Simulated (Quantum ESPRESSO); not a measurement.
# Converging the k-point mesh at a smearing width of 0.02 eV: MgB2 (P6mm, 3 atoms in the cell)

```yaml
crystal:
  lattice:
    - [3.10545, 0.00000, 0.00000]
    - [-1.55272, 2.68940, 0.00000]
    - [0.00000, 0.00000, 3.53760]
  atoms:
    - { symbol: Mg, position: [0.00000, 0.00000, 0.01413] }
    - { symbol: B, position: [0.33333, 0.66667, 0.50000] }
    - { symbol: B, position: [0.66667, 0.33333, 0.50000] }
```

Computed with PBEsol, PseudoDojo standard norm-conserving (PBESOL) pseudopotentials (plane waves; Quantum ESPRESSO).

Base settings: ecutwfc = 85 Ry; occupations = smearing; smearing = fd; degauss = 0.0073499 Ry; potentials = {Mg: Mg.upf, B: B.upf}; K_POINTS = automatic 8 8 7 0 0 0; conv_thr = 1e-10 Ry; mixing_beta = 0.5.

In this ladder: degauss = 0.00147 Ry.

Only quantities that move along the ladder and can be compared are tabulated.

The count of work is k-points × plane waves × bands × iterations; it is no time. Core times come from one kind of shared machine, to one figure; runs under 30 s give none.

The starting cell has typed, rounded lattice constants, without a prior relaxation at this level. Its lattice was rescaled by up to half a per cent. One atom was moved a little off its site on purpose. In the base run, with a pressure of about -5 GPa the cell is away from its equilibrium volume at this level.

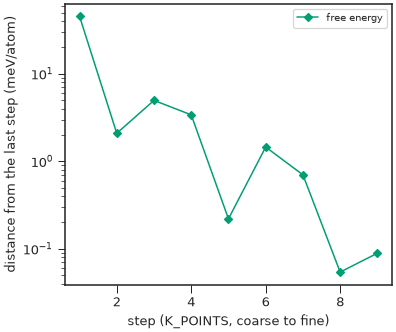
Fig. 1. Distance from the last step along the ladder; very small values are drawn at a floor.

| K_POINTS | free energy less the last step's (meV/atom) | pressure (GPa) | largest difference of a force vector from the last step's (eV/Å) | count of work / last | core time / last (rough) |
|---|---|---|---|---|---|
| automatic 4 4 3 0 0 0 | 45.33 | -5.43 | 0.016 | 0.0078 | – |
| automatic 5 5 4 0 0 0 | -2.09 | -5.47 | 0.003 | 0.015 | – |
| automatic 6 6 5 0 0 0 | 4.96 | -5.03 | 0.010 | 0.020 | – |
| automatic 8 8 6 0 0 0 | 3.39 | -5.08 | 0.003 | 0.044 | – |
| automatic 9 9 7 0 0 0 | -0.22 | -5.10 | 0.004 | 0.052 | – |
| automatic 11 11 8 0 0 0 | -1.45 | -5.27 | 0.002 | 0.087 | – |
| automatic 13 13 10 0 0 0 | 0.70 | -5.26 | 0.002 | 0.14 | – |
| automatic 16 16 12 0 0 0 | -0.05 | -5.22 | 0.001 | 0.21 | 0.2 |
| automatic 20 20 15 0 0 0 | 0.09 | -5.20 | 0.000 | 0.34 | 0.3 |
| automatic 29 29 22 0 0 0 | 0.00 | -5.20 | 0.000 | 1.0 | 1 |

Coarsest K_POINTS that holds the free energy within 1 meV/atom of the last step, with all finer ones: automatic 13 13 10 0 0 0, at 0.14 of the last step's count of work; the step before is off by 1.5 meV/atom.

Coarsest K_POINTS that holds the pressure within 0.2 GPa of the last step, with all finer ones: automatic 6 6 5 0 0 0, at 0.020 of the last step's count of work; the step before is off by 0.26 GPa.

Coarsest K_POINTS that holds the forces within 0.005 eV/Å of the last step, with all finer ones: automatic 8 8 6 0 0 0, at 0.044 of the last step's count of work; the step before is off by 0.010 eV/Å.

Two neighbours can agree and both be off: automatic 4 4 3 0 0 0 and automatic 5 5 4 0 0 0 differ by 0.03 GPa in the pressure, yet lie about 0.26 GPa from the last step.
